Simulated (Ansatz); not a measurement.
## What a change does: single-point calculation on CuN$_{2}$H$_{6}$

System: CuN$_{2}$H$_{6}$, charge +1.
Method of the first run: RHF-MP2, frozen core/def2-TZVP (Ansatz 0.2.0).

Text and figures count atoms from 1; the logs count them from 0 in places.

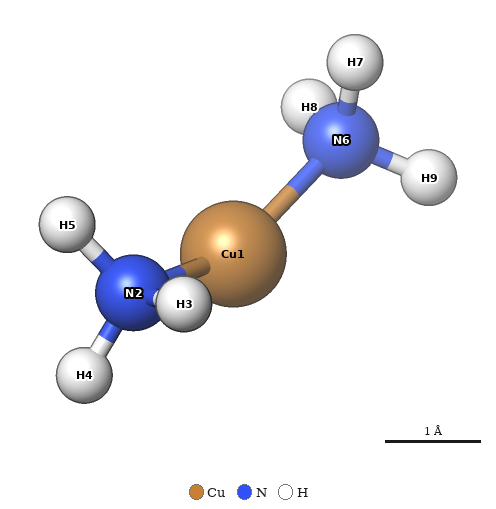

Figure 1. The structure as given in the input (ball-and-stick view, seen at a tilt; atoms are numbered from 1 in the order of the input). Sticks mark near contacts. Bond lengths as drawn: Cu–N 1.81 Å and H–N 1.02 Å.

### Input file, the first run
```yaml
crystal:
  periodic: [false, false, false]
  atoms:
    - { symbol: Cu, position_ang: [5.0e-06, -2.0e-06, 1.0e-06] }
    - { symbol: "N", position_ang: [-0.521376, -0.012793, 1.731324] }
    - { symbol: H, position_ang: [-1.031843, 0.829578, 1.99463] }
    - { symbol: H, position_ang: [0.263845, -0.080615, 2.378103] }
    - { symbol: H, position_ang: [-1.136399, -0.795687, 1.951139] }
    - { symbol: "N", position_ang: [-0.514801, 0.012805, -1.733289] }
    - { symbol: H, position_ang: [-1.528486, 0.013958, -1.842545] }
    - { symbol: H, position_ang: [-0.176235, -0.798174, -2.250184] }
    - { symbol: H, position_ang: [-0.175661, 0.830988, -2.238318] }
total_charge: 1
basis:
  gaussian: { orbitals: def2-TZVP }
hamiltonian:
  xc: hf
output:
  forces: true
correlation:
  method: mp2
```

Command:
```bash
ansatz run input.yaml --threads 1 --pin off --max-ram 2560MiB --backend cpu --events-out ev --progress --plain --runs-dir out
```

Hardware: 1 thread of Arm Neoverse N1, 98 GiB of memory available, shared host.

### Output (the first run)
```
Engine: ansatz 0.2.0, aarch64-unknown-linux-gnu
Functional definition: HF
  exchange = exact_x
  correlation = 0
1167 factors; integrals over basis functions are off by at most 1.3e-3 eV
mean field evaluation 1: about -47637.0141 eV, gradient 1.3e2 eV
mean field evaluation 2: about -47637.2555 eV, gradient 1.3e2 eV
mean field evaluation 4: about -47652.5397 eV, gradient 1.8e1 eV
mean field evaluation 8: about -47653.1157 eV, gradient 1.1e0 eV
mean field -47653.12220094 eV, -1751.2199404383 hartree, gradient 7.2e-6 eV, S^2 0.000000; 0 other end points of the search recorded, 0 dependent functions left out
7 core orbitals not correlated: weight in the atoms' cores, before any rotation towards them, 1.000 or more for the frozen orbitals, at most 0.000 for the correlated occupied ones
reference -47653.12220094 eV, -1751.2199404383 hartree; 17, 17 occupied and 119, 119 virtual orbitals, 1167 factors
second order -31.57425085 eV of doubles, -0.00000000 eV of singles
the calculation of the forces begins
mean field evaluation 16: about -47652.8393 eV, gradient 1.6e0 eV
Total energy: -47684.69645179 eV, -1752.3802727551 hartree
Atom 0 at     0.000005    -0.000002     0.000001 Å, force    -0.548242     0.000883    -0.005323 eV/Å
Atom 1 at    -0.521376    -0.012793     1.731324 Å, force     0.287406    -0.012273     1.545621 eV/Å
Atom 2 at    -1.031843     0.829578     1.994630 Å, force     0.026725     0.010826     0.020490 eV/Å
Atom 3 at     0.263845    -0.080615     2.378103 Å, force    -0.069138    -0.000507     0.236750 eV/Å
Atom 4 at    -1.136399    -0.795687     1.951139 Å, force     0.030363    -0.012422     0.004660 eV/Å
Atom 5 at    -0.514801     0.012805    -1.733289 Å, force     0.284290     0.011067    -1.540355 eV/Å
Atom 6 at    -1.528486     0.013958    -1.842545 Å, force     0.037288     0.000006     0.055959 eV/Å
Atom 7 at    -0.176235    -0.798174    -2.250184 Å, force    -0.024225     0.009729    -0.158840 eV/Å
Atom 8 at    -0.175661     0.830988    -2.238318 Å, force    -0.024468    -0.007308    -0.158962 eV/Å
Dipole moment:    -0.308352     0.000101    -0.000514 e Å
```

For the second run the input was changed thus:
```diff
-    - { symbol: "N", position_ang: [-0.521376, -0.012793, 1.731324] }
-    - { symbol: H, position_ang: [-1.031843, 0.829578, 1.99463] }
-    - { symbol: H, position_ang: [0.263845, -0.080615, 2.378103] }
-    - { symbol: H, position_ang: [-1.136399, -0.795687, 1.951139] }
-    - { symbol: "N", position_ang: [-0.514801, 0.012805, -1.733289] }
-    - { symbol: H, position_ang: [-1.528486, 0.013958, -1.842545] }
-    - { symbol: H, position_ang: [-0.176235, -0.798174, -2.250184] }
-    - { symbol: H, position_ang: [-0.175661, 0.830988, -2.238318] }
+    - { symbol: "N", position_ang: [0.602196, -0.014982, 2.027583] }
+    - { symbol: H, position_ang: [0.316684, 0.825631, 2.528931] }
+    - { symbol: H, position_ang: [1.613851, -0.078834, 2.136997] }
+    - { symbol: H, position_ang: [0.212011, -0.800097, 2.548011] }
+    - { symbol: "N", position_ang: [0.609887, 0.014962, -2.025281] }
+    - { symbol: H, position_ang: [-0.177371, 0.020094, -2.673119] }
+    - { symbol: H, position_ang: [1.173353, -0.798009, -2.272419] }
+    - { symbol: H, position_ang: [1.173927, 0.83115, -2.26021] }
```

How does the second run compare with the first run?

With the same method and basis, the second run lies 3.9 kcal/mol higher. The largest force goes from 1.572 to 1.319 eV/Å.

### Output (the second run)
```
Engine: ansatz 0.2.0, aarch64-unknown-linux-gnu
Functional definition: HF
  exchange = exact_x
  correlation = 0
1167 factors; integrals over basis functions are off by at most 1.4e-3 eV
mean field evaluation 1: about -47638.9810 eV, gradient 1.2e2 eV
mean field evaluation 2: about -47639.1289 eV, gradient 1.2e2 eV
mean field evaluation 4: about -47653.3249 eV, gradient 1.7e1 eV
mean field evaluation 8: about -47653.8381 eV, gradient 9.5e-1 eV
mean field -47653.84363057 eV, -1751.2464524879 hartree, gradient 6.6e-6 eV, S^2 0.000000; 0 other end points of the search recorded, 0 dependent functions left out
7 core orbitals not correlated: weight in the atoms' cores, before any rotation towards them, 1.000 or more for the frozen orbitals, at most 0.000 for the correlated occupied ones
reference -47653.84363057 eV, -1751.2464524879 hartree; 17, 17 occupied and 119, 119 virtual orbitals, 1167 factors
second order -30.68561530 eV of doubles, -0.00000000 eV of singles
the calculation of the forces begins
mean field evaluation 16: about -47653.6477 eV, gradient 1.3e0 eV
Total energy: -47684.52924586 eV, -1752.3741280506 hartree
Atom 0 at     0.000005    -0.000002     0.000001 Å, force     1.318605     0.000189     0.003410 eV/Å
Atom 1 at     0.602196    -0.014982     2.027583 Å, force    -0.560280     0.006189    -0.894941 eV/Å
Atom 2 at     0.316684     0.825631     2.528931 Å, force    -0.007284    -0.048761    -0.062239 eV/Å
Atom 3 at     1.613851    -0.078834     2.136997 Å, force    -0.091411     0.003041    -0.141349 eV/Å
Atom 4 at     0.212011    -0.800097     2.548011 Å, force     0.002804     0.047855    -0.055471 eV/Å
Atom 5 at     0.609887     0.014962    -2.025281 Å, force    -0.566312    -0.006510     0.891872 eV/Å
Atom 6 at    -0.177371     0.020094    -2.673119 Å, force     0.046524    -0.000355     0.033934 eV/Å
Atom 7 at     1.173353    -0.798009    -2.272419 Å, force    -0.071348     0.030936     0.112484 eV/Å
Atom 8 at     1.173927     0.831150    -2.260210 Å, force    -0.071298    -0.032584     0.112301 eV/Å
Dipole moment:     0.249089     0.000044     0.000497 e Å
```

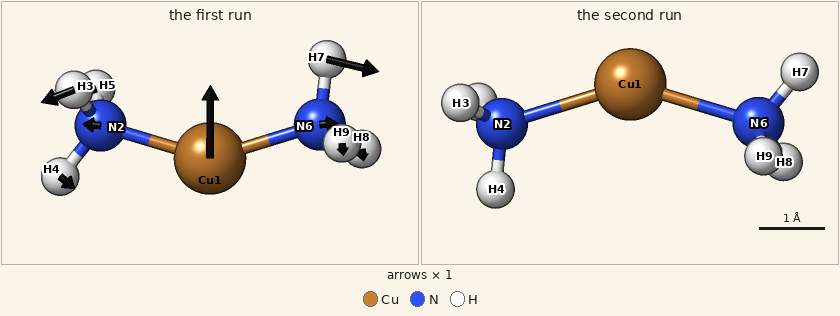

Figure 2. The two input geometries at one scale (ball-and-stick view, seen at a tilt). The black arrows on the first give the shifts of the atoms after the best rigid fit, at true length. Cu1 moves most after the best rigid fit: 1.15 Å. By element the largest moves are Cu 1.15 Å, H 0.86 Å, N 0.30 Å. Among the contacts that change: Cu1–N2 1.808 → 2.115 Å.

### The two runs side by side

| quantity | the first run | the second run |
| --- | --- | --- |
| outcome | converged | converged |
| total energy (hartree) | −1752.380273 | −1752.374128 |
| largest force (eV/Å) | 1.572 | 1.319 |
| wall time (shared host) | 17 s | 15 s |
